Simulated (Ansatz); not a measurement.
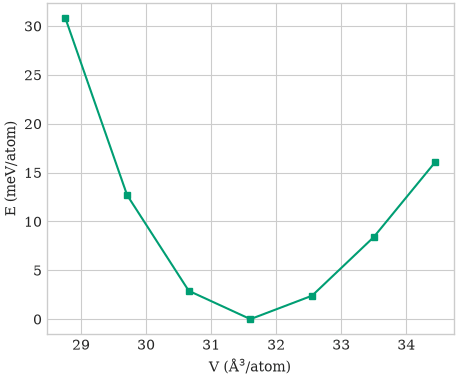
Figure. Sb (A7 (α-As type), space group No. 166) under volume change, DFT-r²SCAN in the program Ansatz with PAW potentials, shape and atoms relaxed at each volume.

Task: What does a third-order Birch–Murnaghan fit give for V₀, B₀ and B′?

Result: V₀ = 31.63 Å³/atom, B₀ = 26.6 GPa, B′ = 9.8.

Space group R-3m (A7 (α-As type)). Symmetry was held in the r²SCAN relaxation; of distortions, only those at the zone centre were tested. Scalar-relativistic: spin–orbit coupling is off unless named, which matters more the heavier the elements.

Potentials: the earlier of the program's two PAW sets.
